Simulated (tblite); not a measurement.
Run report: C2H11Cl2NSi4, geometry relaxation (part 1 of 3)

- system: C2H11Cl2NSi4
- method: GFN2-xTB geometry optimisation, gas phase (tblite 0.8.0)

It belongs to a series of runs on one base structure; here: H on Si replaced by NHCH3.

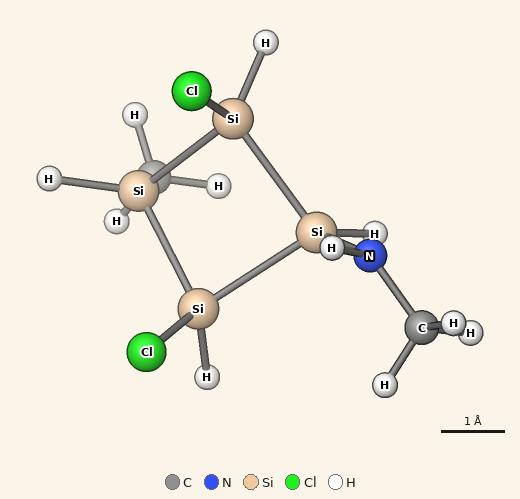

Figure 1. The structure as given in the input (ball-and-stick view, seen at a tilt).

Input file
```
{"job": {"kind": "relax", "xc": "GFN2-xTB", "basis": "xTB"}, "charge": 0, "multiplicity": 1}
C     -3.491300    -0.261700    -0.733000
N     -2.346500    -0.764900    -0.022500
Si    -0.710500    -0.550300    -0.478400
Si     0.876700    -1.334800     0.941000
Cl     0.222200    -1.401600     2.889300
Si     2.109100     0.509200     0.490400
C      3.248000     0.252900    -0.930500
Si     0.188800     1.532900    -0.125700
Cl    -0.737100     2.514800     1.396600
H     -3.537600     0.834700    -0.707900
H     -4.419600    -0.634000    -0.265900
H     -3.508700    -0.598000    -1.773000
H     -2.467900    -0.559500     0.990800
H     -0.528800    -1.012500    -1.882300
H      1.509900    -2.626600     0.577500
H      2.801700     1.119900     1.676800
H      2.744100    -0.194200    -1.786300
H      3.684900     1.189900    -1.261500
H      4.075500    -0.409200    -0.649800
H      0.281700     2.403900    -1.325100
```

The first line tells a small driver script what to run in tblite; the rest is the geometry in Å.

Run as:
```bash
OMP_NUM_THREADS=1 python <driver script> task.json out
```

Output
```
step      E/eV     max force
  0    -785.17077    2.382
  1    -785.37019    0.973
  2    -785.43609    0.683
  3    -785.48168    0.724
  4    -785.56198    0.602
  5    -785.60358    0.523
  6    -785.63376    0.321
  7    -785.65988    0.387
  8    -785.68422    0.399
  9    -785.71004    0.408
 10    -785.73048    0.283
 11    -785.73857    0.172
 12    -785.74206    0.139
 13    -785.74504    0.123
 14    -785.74771    0.138
 15    -785.75045    0.129
 16    -785.75297    0.110
 17    -785.75534    0.117
 18    -785.75746    0.116
 19    -785.75921    0.111
 20    -785.76062    0.095
 21    -785.76163    0.077
 22    -785.76231    0.069
 23    -785.76292    0.068
 24    -785.76367    0.086
 25    -785.76457    0.089
 26    -785.76546    0.074
 27    -785.76622    0.074
 28    -785.76694    0.077
 29    -785.76779    0.083
 30    -785.76878    0.070
 31    -785.76968    0.075
 32    -785.77035    0.073
 33    -785.77092    0.066
 34    -785.77158    0.072
 35    -785.77246    0.073
 36    -785.77363    0.107
 37    -785.77495    0.114
 38    -785.77625    0.085
 39    -785.77739    0.084
 40    -785.77847    0.091
 41    -785.77970    0.097
 42    -785.78114    0.096
 43    -785.78272    0.103
 44    -785.78435    0.092
 45    -785.78587    0.094
 46    -785.78710    0.074
 47    -785.78800    0.057
 48    -785.78865    0.053
 49    -785.78918    0.055
 50    -785.78948    0.098
 51    -785.79029    0.076
 52    -785.79102    0.059
 53    -785.79163    0.061
 54    -785.79203    0.059
 55    -785.79235    0.040
 56    -785.79269    0.042
 57    -785.79302    0.046
 58    -785.79337    0.060
 59    -785.79371    0.049
 60    -785.79394    0.027
 61    -785.79409    0.023
 62    -785.79422    0.028
 63    -785.79437    0.036
 64    -785.79452    0.034
 65    -785.79469    0.031
 66    -785.79492    0.037
 67    -785.79522    0.054
 68    -785.79557    0.063
 69    -785.79587    0.048
 70    -785.79606    0.028
 71    -785.79620    0.028
 72    -785.79636    0.028
 73    -785.79652    0.033
 74    -785.79668    0.028
 75    -785.79684    0.029
 76    -785.79705    0.044
 77    -785.79728    0.050
 78    -785.79748    0.035
 79    -785.79761    0.023
 80    -785.79771    0.028
 81    -785.79785    0.054
 82    -785.79808    0.079
 83    -785.79840    0.083
 84    -785.79871    0.057
 85    -785.79892    0.034
 86    -785.79908    0.041
 87    -785.79925    0.054
 88    -785.79945    0.052
 89    -785.79964    0.034
 90    -785.79980    0.033
 91    -785.79997    0.039
 92    -785.80021    0.055
 93    -785.80051    0.060
 94    -785.80080    0.044
 95    -785.80100    0.044
 96    -785.80115    0.041
 97    -785.80131    0.036
 98    -785.80152    0.034
 99    -785.80170    0.026
100    -785.80183    0.028
101    -785.80194    0.027
102    -785.80206    0.025
103    -785.80218    0.025
104    -785.80227    0.018
105    -785.80234    0.020
106    -785.80242    0.023
107    -785.80256    0.035
108    -785.80276    0.039
109    -785.80293    0.029
110    -785.80302    0.025
111    -785.80309    0.018
112    -785.80318    0.030
113    -785.80334    0.036
114    -785.80358    0.046
115    -785.80382    0.050
116    -785.80401    0.040
117    -785.80419    0.048
118    -785.80441    0.049
119    -785.80460    0.031
120    -785.80474    0.029
121    -785.80485    0.034
122    -785.80499    0.046
123    -785.80520    0.051
124    -785.80543    0.040
125    -785.80560    0.022
126    -785.80569    0.024
127    -785.80576    0.026
128    -785.80586    0.029
129    -785.80599    0.027
130    -785.80612    0.021
131    -785.80620    0.019
132    -785.80627    0.017
133    -785.80634    0.018
134    -785.80643    0.017
135    -785.80651    0.019
136    -785.80657    0.016
137    -785.80660    0.010
138    -785.80663    0.010
```

Trajectory as extended XYZ (Å, eV, eV/Å), 24 of the 139 frames kept, from step=0 to step=138
```
20
Properties=species:S:1:pos:R:3:forces:R:3 step=0 energy=-785.17077
C    -3.4913   -0.2617   -0.7330   -0.7210   0.0840   0.0110
N    -2.3465   -0.7649   -0.0225   -0.4150  -0.0770   1.1990
Si   -0.7105   -0.5503   -0.4784   -0.8480  -0.2180  -1.0020
Si    0.8767   -1.3348    0.9410    0.2420  -1.8630   0.6640
Cl    0.2222   -1.4016    2.8893    0.1400  -0.1050  -0.2080
Si    2.1091    0.5092    0.4904    0.7610   0.9510   2.0470
C     3.2480    0.2529   -0.9305    1.1370  -0.3200  -0.8580
Si    0.1888    1.5329   -0.1257   -0.4280   1.3560  -1.0970
Cl   -0.7371    2.5148    1.3966   -0.0330   0.1480  -0.0320
H    -3.5376    0.8347   -0.7079    0.0070  -0.0340  -0.1510
H    -4.4196   -0.6340   -0.2659    0.3140   0.0460  -0.0930
H    -3.5087   -0.5980   -1.7730    0.3020   0.0680   0.1810
H    -2.4679   -0.5595    0.9908    0.0330  -0.3650  -0.9400
H    -0.5288   -1.0125   -1.8823   -0.1830   0.0400   0.2610
H     1.5099   -2.6266    0.5775   -0.1570   0.0460   0.2890
H     2.8017    1.1199    1.6768    0.0850  -0.1440  -0.4220
H     2.7441   -0.1942   -1.7863    0.0320   0.0340   0.1120
H     3.6849    1.1899   -1.2615    0.0540  -0.0220  -0.0670
H     4.0755   -0.4092   -0.6498   -0.1880   0.1750  -0.1840
H     0.2817    2.4039   -1.3251   -0.1350   0.1980   0.2870
20
Properties=species:S:1:pos:R:3:forces:R:3 step=6 energy=-785.63376
C    -3.5321   -0.2537   -0.7209    0.0760  -0.0810  -0.0220
N    -2.4035   -0.8018   -0.0002    0.1780   0.1540   0.0810
Si   -0.7728   -0.5547   -0.5151    0.1800  -0.0150   0.0800
Si    0.8769   -1.4465    0.9383    0.1220   0.1960  -0.1960
Cl    0.2380   -1.4537    2.8950    0.0310  -0.1730  -0.0790
Si    2.1432    0.5501    0.6079    0.1410  -0.0220  -0.1920
C     3.2884    0.2638   -0.9177    0.0240  -0.0030   0.0750
Si    0.1807    1.6029   -0.2381    0.2010  -0.0310   0.0160
Cl   -0.7504    2.5600    1.3669    0.0520  -0.0130  -0.3160
H    -3.5509    0.8439   -0.7328   -0.0520  -0.0920   0.1140
H    -4.4467   -0.6376   -0.2671   -0.0560   0.1050  -0.1650
H    -3.4518   -0.5933   -1.7494   -0.1480  -0.0360  -0.0900
H    -2.5013   -0.6107    0.9886   -0.0980  -0.1430   0.0690
H    -0.5953   -1.0355   -1.8999   -0.2420  -0.0280   0.0620
H     1.5216   -2.7401    0.6401   -0.1460   0.0430   0.2080
H     2.9265    1.1641    1.7146    0.0050  -0.0950  -0.2450
H     2.7453   -0.1855   -1.7512   -0.0560   0.0880   0.2250
H     3.7225    1.1901   -1.2924   -0.0410  -0.0990   0.1320
H     4.1098   -0.4134   -0.6886   -0.0610   0.1250   0.0440
H     0.2469    2.5623   -1.3575   -0.1090   0.1200   0.2000
20
Properties=species:S:1:pos:R:3:forces:R:3 step=12 energy=-785.74206
C    -3.5281   -0.2635   -0.7244   -0.0100   0.0400  -0.0010
N    -2.3936   -0.7790    0.0159   -0.0080  -0.0260  -0.0380
Si   -0.7636   -0.5491   -0.5100   -0.0170   0.0460   0.0480
Si    0.9130   -1.4393    0.9094   -0.0420   0.1170   0.0420
Cl    0.2574   -1.5275    2.8603   -0.0200  -0.0350   0.0250
Si    2.1740    0.5613    0.6097   -0.0290  -0.0330  -0.1050
C     3.3087    0.2709   -0.8942    0.0070  -0.0010  -0.0180
Si    0.2361    1.6176   -0.2842   -0.0190  -0.0860   0.0330
Cl   -0.7454    2.5817    1.2669   -0.0380   0.0440   0.0070
H    -3.5660    0.8293   -0.7167    0.0160   0.0770  -0.0320
H    -4.4658   -0.6270   -0.3057    0.0420  -0.1200   0.0550
H    -3.4600   -0.5997   -1.7572    0.0530   0.0210   0.0010
H    -2.5412   -0.6765    1.0111    0.0070  -0.0450  -0.0250
H    -0.7033   -1.0570   -1.8909   -0.1280  -0.0340  -0.0110
H     1.4855   -2.7773    0.7228    0.0050  -0.0020  -0.0250
H     2.9935    1.1617    1.6724    0.0710   0.0280   0.0490
H     2.7196   -0.1696   -1.6935    0.0660  -0.0170  -0.0480
H     3.7374    1.1914   -1.2749    0.0010   0.0190   0.0190
H     4.1307   -0.4032   -0.6807   -0.0100  -0.0110   0.0320
H     0.2059    2.6655   -1.3156    0.0520   0.0190  -0.0050
20
Properties=species:S:1:pos:R:3:forces:R:3 step=18 energy=-785.75746
C    -3.5264   -0.2578   -0.7246    0.0220  -0.0390  -0.0020
N    -2.3936   -0.7783    0.0115    0.0060   0.0100   0.0340
Si   -0.7675   -0.5432   -0.5073    0.0000  -0.0170  -0.0250
Si    0.9085   -1.4172    0.9196   -0.0240  -0.0400   0.0880
Cl    0.2492   -1.5536    2.8711    0.0020   0.0130  -0.0380
Si    2.1820    0.5665    0.5988   -0.1010   0.0180   0.0550
C     3.3163    0.2699   -0.8988    0.0130  -0.0030  -0.0030
Si    0.2324    1.6142   -0.2839    0.0170   0.0660  -0.0080
Cl   -0.7588    2.6002    1.2494   -0.0230   0.0100   0.0160
H    -3.5704    0.8380   -0.7190   -0.0410  -0.0660   0.0640
H    -4.4464   -0.6590   -0.3000   -0.0300   0.0540  -0.0470
H    -3.4448   -0.5867   -1.7591   -0.0020   0.0140  -0.0150
H    -2.5481   -0.7086    1.0065   -0.0150  -0.0140   0.0410
H    -0.7787   -1.0700   -1.8826   -0.0200  -0.0020  -0.0220
H     1.4724   -2.7591    0.7237    0.0060   0.0170  -0.0420
H     3.0170    1.1597    1.6603    0.0180   0.0010  -0.0100
H     2.7486   -0.1736   -1.7101    0.0050  -0.0110  -0.0450
H     3.7440    1.1951   -1.2653    0.0540   0.0240  -0.0280
H     4.1327   -0.4025   -0.6671    0.0650  -0.0200   0.0120
H     0.2263    2.6768   -1.3024    0.0470  -0.0140  -0.0240
20
Properties=species:S:1:pos:R:3:forces:R:3 step=24 energy=-785.76367
C    -3.5248   -0.2646   -0.7222   -0.0200   0.0050   0.0220
N    -2.3932   -0.7790    0.0202   -0.0350  -0.0170  -0.0020
Si   -0.7698   -0.5437   -0.5091   -0.0410  -0.0130  -0.0130
Si    0.8991   -1.4110    0.9348    0.0210  -0.0290  -0.0780
Cl    0.2414   -1.5619    2.8758   -0.0130   0.0020   0.0290
Si    2.1741    0.5702    0.5951    0.0580   0.0120   0.0320
C     3.3240    0.2697   -0.8985    0.0110   0.0050   0.0090
Si    0.2330    1.6237   -0.2838   -0.0230   0.0250  -0.0330
Cl   -0.7724    2.6117    1.2449    0.0120  -0.0110  -0.0360
H    -3.5822    0.8292   -0.6979    0.0000  -0.0040   0.0170
H    -4.4517   -0.6657   -0.3137   -0.0070  -0.0350  -0.0180
H    -3.4351   -0.5780   -1.7619    0.0190   0.0210   0.0390
H    -2.5552   -0.7258    1.0156   -0.0030   0.0070  -0.0060
H    -0.8165   -1.0752   -1.8860    0.0210   0.0280   0.0370
H     1.4704   -2.7469    0.7083   -0.0100   0.0360  -0.0090
H     3.0292    1.1577    1.6490   -0.0300  -0.0150  -0.0340
H     2.7694   -0.1746   -1.7204    0.0110  -0.0010   0.0180
H     3.7592    1.1942   -1.2634    0.0090  -0.0020   0.0080
H     4.1424   -0.4001   -0.6572   -0.0030   0.0000   0.0110
H     0.2537    2.6809   -1.3089    0.0240  -0.0130   0.0060
20
Properties=species:S:1:pos:R:3:forces:R:3 step=30 energy=-785.76878
C    -3.5366   -0.2708   -0.7080   -0.0010  -0.0030  -0.0170
N    -2.4100   -0.7940    0.0333    0.0190   0.0070   0.0170
Si   -0.7908   -0.5411   -0.5034    0.0300   0.0240   0.0310
Si    0.8916   -1.4043    0.9222   -0.0170   0.0210   0.0400
Cl    0.2340   -1.5668    2.8712    0.0250   0.0030  -0.0620
Si    2.1727    0.5727    0.5891    0.0140   0.0010  -0.0600
C     3.3414    0.2717   -0.8917   -0.0080  -0.0090   0.0100
Si    0.2307    1.6277   -0.2998    0.0210  -0.0670  -0.0050
Cl   -0.7800    2.6200    1.2159   -0.0080   0.0300   0.0000
H    -3.6005    0.8209   -0.6569   -0.0420   0.0090   0.0290
H    -4.4695   -0.6951   -0.3384    0.0120  -0.0190   0.0340
H    -3.4161   -0.5556   -1.7506   -0.0160   0.0220  -0.0530
H    -2.5666   -0.7383    1.0292   -0.0200  -0.0020   0.0200
H    -0.8378   -1.0651   -1.8790    0.0090   0.0000  -0.0230
H     1.4687   -2.7304    0.6837    0.0060  -0.0390  -0.0090
H     3.0345    1.1556    1.6335   -0.0120   0.0170   0.0450
H     2.7935   -0.1759   -1.7165    0.0280   0.0070   0.0080
H     3.7830    1.1947   -1.2555   -0.0140  -0.0320   0.0220
H     4.1556   -0.3998   -0.6377   -0.0190   0.0180  -0.0020
H     0.2969    2.6844   -1.3199   -0.0070   0.0110  -0.0260
20
Properties=species:S:1:pos:R:3:forces:R:3 step=36 energy=-785.77363
C    -3.5478   -0.2763   -0.6984   -0.0110   0.0150   0.0340
N    -2.4198   -0.7952    0.0467    0.0200   0.0310  -0.0350
Si   -0.8021   -0.5369   -0.4927    0.0250  -0.0110  -0.0040
Si    0.8931   -1.4001    0.9118    0.0250   0.0150  -0.0270
Cl    0.2374   -1.5699    2.8508    0.0040  -0.0130   0.0420
Si    2.1772    0.5777    0.5786   -0.0990  -0.0260   0.0310
C     3.3566    0.2679   -0.8840    0.0240   0.0040  -0.0060
Si    0.2341    1.6202   -0.3228   -0.0060   0.0600   0.0530
Cl   -0.7842    2.6402    1.1808    0.0350  -0.0070  -0.0470
H    -3.6436    0.8105   -0.6032   -0.0220   0.0000  -0.0020
H    -4.4707   -0.7362   -0.3457   -0.0070  -0.0290  -0.0300
H    -3.4102   -0.5162   -1.7527   -0.0190   0.0130   0.0690
H    -2.5878   -0.7490    1.0427    0.0230  -0.0030  -0.0490
H    -0.8463   -1.0497   -1.8739   -0.0090  -0.0080  -0.0050
H     1.4646   -2.7269    0.6560   -0.0040  -0.0210  -0.0020
H     3.0196    1.1603    1.6401   -0.0110   0.0090   0.0190
H     2.8260   -0.1795   -1.7180   -0.0190  -0.0170  -0.0130
H     3.8024    1.1892   -1.2395    0.0310   0.0450  -0.0210
H     4.1666   -0.3997   -0.6163    0.0410  -0.0390   0.0120
H     0.3297    2.6802   -1.3396   -0.0230  -0.0170  -0.0200
20
Properties=species:S:1:pos:R:3:forces:R:3 step=42 energy=-785.78114
C    -3.5755   -0.2771   -0.6691    0.0020  -0.0110  -0.0310
N    -2.4247   -0.7760    0.0517   -0.0290  -0.0050   0.0020
Si   -0.8058   -0.5275   -0.4880   -0.0670   0.0210  -0.0650
Si    0.9035   -1.4015    0.8928   -0.0390  -0.0420  -0.0310
Cl    0.2528   -1.5849    2.8343    0.0190  -0.0190   0.0290
Si    2.1700    0.5800    0.5666    0.0750   0.0080   0.0370
C     3.3907    0.2645   -0.8670    0.0000   0.0080   0.0080
Si    0.2418    1.6294   -0.3445    0.0060  -0.0140  -0.0800
Cl   -0.7790    2.6874    1.1097   -0.0120   0.0630   0.0560
H    -3.7380    0.7943   -0.5078   -0.0220  -0.0350   0.0170
H    -4.4734   -0.8205   -0.3693    0.0290   0.0270   0.0250
H    -3.4140   -0.4415   -1.7316    0.0010   0.0240  -0.0450
H    -2.6019   -0.7721    1.0454    0.0880  -0.0040   0.0330
H    -0.8668   -1.0317   -1.8730    0.0000  -0.0080   0.0020
H     1.4541   -2.7356    0.6115   -0.0120   0.0340   0.0230
H     2.9768    1.1684    1.6569   -0.0170  -0.0200  -0.0340
H     2.8795   -0.1869   -1.7128   -0.0090   0.0100   0.0220
H     3.8454    1.1856   -1.2171    0.0110  -0.0090   0.0090
H     4.1936   -0.4065   -0.5791   -0.0030   0.0190   0.0130
H     0.3656    2.6628   -1.3891   -0.0190  -0.0480   0.0100
20
Properties=species:S:1:pos:R:3:forces:R:3 step=48 energy=-785.78865
C    -3.6034   -0.2804   -0.6455   -0.0050  -0.0040   0.0230
N    -2.4315   -0.7598    0.0532    0.0130  -0.0220  -0.0010
Si   -0.8231   -0.5064   -0.5048    0.0240   0.0010  -0.0260
Si    0.8876   -1.4059    0.8648   -0.0280   0.0030   0.0310
Cl    0.2814   -1.6094    2.8256    0.0060  -0.0050  -0.0420
Si    2.1677    0.5745    0.5595    0.0200   0.0040  -0.0140
C     3.4262    0.2653   -0.8444   -0.0180  -0.0040   0.0170
Si    0.2477    1.6326   -0.3714   -0.0080   0.0050   0.0200
Cl   -0.7647    2.7537    1.0511    0.0390  -0.0010  -0.0130
H    -3.8392    0.7631   -0.4097    0.0380  -0.0120   0.0090
H    -4.4690   -0.8936   -0.3887    0.0070  -0.0110  -0.0100
H    -3.4238   -0.3568   -1.7169   -0.0180   0.0020   0.0450
H    -2.5747   -0.7921    1.0524   -0.0430   0.0260  -0.0170
H    -0.8875   -1.0228   -1.8827   -0.0040  -0.0090  -0.0410
H     1.4402   -2.7367    0.5788   -0.0070   0.0130   0.0030
H     2.9339    1.1724    1.6686    0.0240  -0.0020   0.0020
H     2.9256   -0.1894   -1.6952    0.0260   0.0100   0.0060
H     3.8937    1.1815   -1.1924   -0.0290  -0.0150   0.0330
H     4.2213   -0.4074   -0.5370   -0.0220   0.0190   0.0040
H     0.3863    2.6283   -1.4446   -0.0160   0.0010  -0.0300
20
Properties=species:S:1:pos:R:3:forces:R:3 step=54 energy=-785.79203
C    -3.6173   -0.2866   -0.6251    0.0060   0.0020  -0.0070
N    -2.4325   -0.7600    0.0545    0.0020  -0.0040  -0.0100
Si   -0.8314   -0.4975   -0.5245    0.0030  -0.0080   0.0290
Si    0.8720   -1.4024    0.8503    0.0250   0.0240  -0.0150
Cl    0.2946   -1.6267    2.8114   -0.0360   0.0000   0.0170
Si    2.1659    0.5729    0.5579   -0.0590  -0.0020  -0.0020
C     3.4411    0.2637   -0.8268    0.0010   0.0060   0.0060
Si    0.2526    1.6370   -0.3884    0.0160  -0.0150  -0.0070
Cl   -0.7414    2.7937    1.0143    0.0230  -0.0020  -0.0070
H    -3.8810    0.7377   -0.3430    0.0060   0.0000   0.0170
H    -4.4636   -0.9387   -0.4016   -0.0050   0.0070   0.0120
H    -3.4356   -0.3070   -1.6968   -0.0080  -0.0090  -0.0210
H    -2.5756   -0.7931    1.0534    0.0320  -0.0030  -0.0010
H    -0.9026   -1.0188   -1.9028   -0.0130   0.0110   0.0070
H     1.4287   -2.7284    0.5587    0.0080  -0.0170  -0.0210
H     2.9221    1.1727    1.6731    0.0170  -0.0010   0.0020
H     2.9601   -0.1898   -1.6883    0.0000  -0.0080   0.0000
H     3.9119    1.1808   -1.1636   -0.0060   0.0300   0.0090
H     4.2331   -0.4043   -0.5056    0.0010  -0.0170   0.0100
H     0.3937    2.6056   -1.4863   -0.0120   0.0050  -0.0190
20
Properties=species:S:1:pos:R:3:forces:R:3 step=60 energy=-785.79394
C    -3.6219   -0.2892   -0.6175    0.0080  -0.0060   0.0160
N    -2.4306   -0.7641    0.0503    0.0120  -0.0010   0.0020
Si   -0.8313   -0.4975   -0.5298    0.0080  -0.0030  -0.0120
Si    0.8719   -1.4024    0.8460   -0.0080  -0.0110  -0.0030
Cl    0.2837   -1.6341    2.8053   -0.0210  -0.0030  -0.0120
Si    2.1577    0.5747    0.5585    0.0160  -0.0070   0.0130
C     3.4441    0.2656   -0.8145    0.0020  -0.0050  -0.0100
Si    0.2566    1.6364   -0.4037   -0.0100   0.0040  -0.0240
Cl   -0.7149    2.8113    0.9974    0.0010   0.0060   0.0030
H    -3.8914    0.7261   -0.3102    0.0000   0.0100  -0.0190
H    -4.4614   -0.9520   -0.3999   -0.0070   0.0020   0.0100
H    -3.4478   -0.2900   -1.6915    0.0020   0.0020   0.0210
H    -2.5606   -0.7925    1.0512   -0.0080  -0.0140   0.0050
H    -0.9132   -1.0118   -1.9097    0.0000   0.0050  -0.0010
H     1.4261   -2.7284    0.5424    0.0020   0.0090  -0.0020
H     2.9221    1.1693    1.6723   -0.0110   0.0040   0.0050
H     2.9752   -0.1895   -1.6816   -0.0160   0.0110  -0.0090
H     3.9118    1.1881   -1.1422    0.0160  -0.0100  -0.0020
H     4.2328   -0.4039   -0.4876    0.0130   0.0180   0.0150
H     0.3857    2.5943   -1.5146    0.0020  -0.0120   0.0030
```
